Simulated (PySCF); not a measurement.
**EPR calculation, with input and output: C5H11Si2**

C5H11Si2, multiplicity 2, computed with UKS B3LYP, pcH-1 on C H Si, non-relativistic, mean-field spin-orbit, GIAO (PySCF 2.14.0).

It belongs to a series of runs on one base structure; here: H removed from Si.

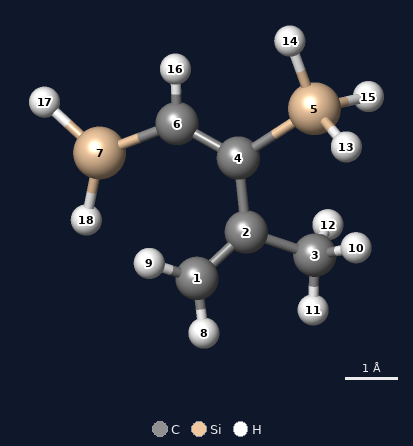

**Figure 1.** The input geometry (ball-and-stick view, seen at a tilt; atoms are numbered from 1 in the order of the input).

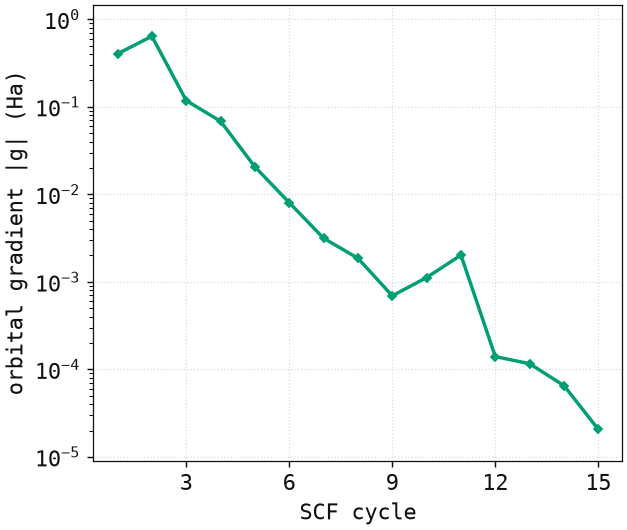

**Figure 2.** Convergence of the self-consistent field: orbital gradient |g| against the SCF cycle. All cycles printed in the log are drawn one after another.

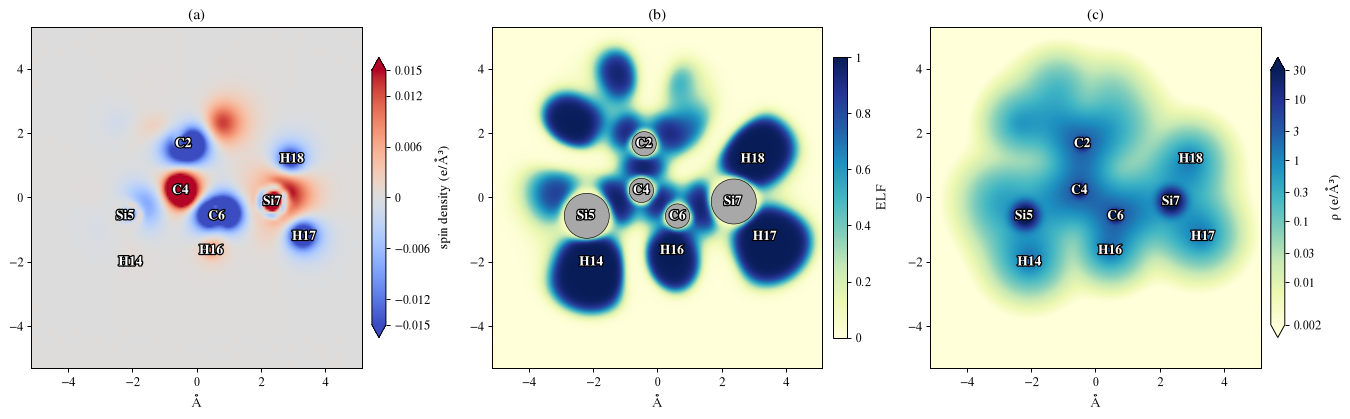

**Figure 3.** (a) spin density (α minus β); (b) ELF; (c) total electron density on the plane of atoms C4, C6 and H16. Grey discs, where drawn, cover atomic cores. The section cuts through C, Si and H sites. C–Si (1.81 Å): ρ is about 1 e/Å³ halfway; the ELF peaks at about 0.95 between the atoms, as expected for localised, shared-pair bonding. The unpaired spin (1 electron) lies mostly on Si7 (about 0.6), C4 (about 0.2) and C1 (about 0.1), in electrons by Hirshfeld's partition.

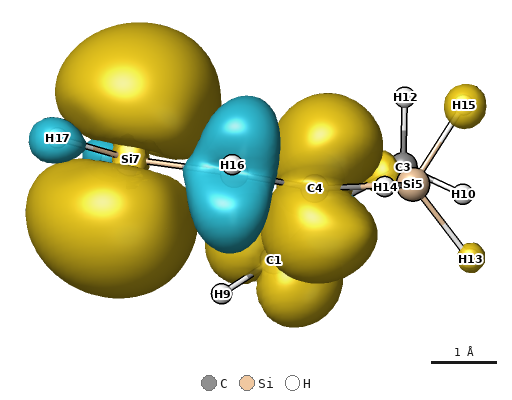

**Figure 4.** Isosurfaces of the spin density at +0.01 (yellow) and −0.01 e/Å³ (cyan), seen from the side. The unpaired spin (1 electron) lies mostly on Si7 (about 0.6), C4 (about 0.2) and C1 (about 0.1), in electrons by Hirshfeld's partition.

These pictures come from the run below.

Input file
```
{"job": {"kind": "epr", "basis": "pcH-1"}, "charge": 0, "multiplicity": 2}
C      0.654205    -1.682906     0.698829
C      0.052201    -0.872028    -0.174918
C     -0.744957    -1.434142    -1.317610
C      0.173203     0.576321    -0.113530
Si     0.407668     1.523539    -1.716941
C      0.113734     1.261545     1.079469
Si    -0.313392     0.677738     2.737723
H      0.566259    -2.754519     0.632419
H      1.299027    -1.304321     1.474216
H     -0.231296    -1.251243    -2.260764
H     -0.884206    -2.506516    -1.201278
H     -1.721201    -0.954618    -1.372371
H      1.429572     0.881939    -2.554636
H      0.833256     2.888298    -1.393055
H     -0.836563     1.602403    -2.498989
H      0.282722     2.333929     1.021795
H     -0.382659     1.675682     3.794822
H     -0.706332    -0.654784     3.153162
```

The first line tells a small driver script what to run in PySCF; the rest is the geometry in Å.

Command:
```bash
OMP_NUM_THREADS=1 python <driver script> task.json out
```

The program's output
```
UKS, coarse grid
  cycle   1  E = -775.98977579  |g| = 4.03e-01
  cycle   2  E = -775.81978826  |g| = 6.40e-01
  cycle   3  E = -776.07334090  |g| = 1.18e-01
  cycle   4  E = -776.07987187  |g| = 6.84e-02
  cycle   5  E = -776.08245342  |g| = 2.06e-02
  cycle   6  E = -776.08275125  |g| = 8.03e-03
  cycle   7  E = -776.08283455  |g| = 3.15e-03
  cycle   8  E = -776.08284871  |g| = 1.86e-03
  cycle   9  E = -776.08285133  |g| = 6.92e-04
UKS, final grid
  cycle   1  E = -776.08290114  |g| = 1.12e-03
  cycle   2  E = -776.08289975  |g| = 2.02e-03
  cycle   3  E = -776.08290194  |g| = 1.40e-04
  cycle   4  E = -776.08290198  |g| = 1.16e-04
  cycle   5  E = -776.08290201  |g| = 6.52e-05
  cycle   6  E = -776.08290202  |g| = 2.06e-05
E = -776.08290202 Eh   <S^2> = 0.7709 (exact 0.7500)
g shifts (ppm)      1          2          3
  rmc          -124       -124       -124
  gc              3         30         27
  oz_so         -68       1154       2301
  total        -190       1060       2203
hyperfine (MHz)  atom isotope    a_iso     a_fc   dipolar eigenvalues
    0   13C      13.09      13.10     -9.71     -9.29     19.01
    1   13C     -17.65     -17.66     -8.42      3.62      4.81
    2   13C      11.71      11.71     -1.14     -0.87      2.00
    3   13C      33.86      33.94    -29.06    -27.11     56.17
    4  29Si      21.22      21.26     -0.94     -0.73      1.67
    5   13C     -36.34     -36.34    -20.84      8.47     12.37
    6  29Si    -123.60    -124.57   -154.31     76.83     77.48
    7    1H      -8.16      -8.16     -5.42     -0.65      6.06
    8    1H      -7.00      -7.00     -5.03     -0.16      5.19
    9    1H      -5.47      -5.47     -1.19     -0.86      2.05
   10    1H       0.95       0.95     -1.06     -0.51      1.57
   11    1H      -4.71      -4.71     -1.36     -1.09      2.45
   12    1H      16.23      16.23     -1.29     -0.88      2.17
   13    1H       0.67       0.67     -1.12     -1.06      2.18
   14    1H      25.01      25.01     -1.32     -0.73      2.05
   15    1H       7.94       7.95     -3.85     -2.39      6.24
   16    1H     -39.72     -39.75    -10.62      4.03      6.60
   17    1H     -40.45     -40.47     -9.35      2.63      6.73
```

Results in brief

- outcome: converged
- total energy: −776.082902 hartree
- ⟨S²⟩: 0.771
- isotropic g: 2.0033
- hardware: 1 CPU thread, shared host
- wall time: 1.8 min
- peak memory: 1.1 GiB
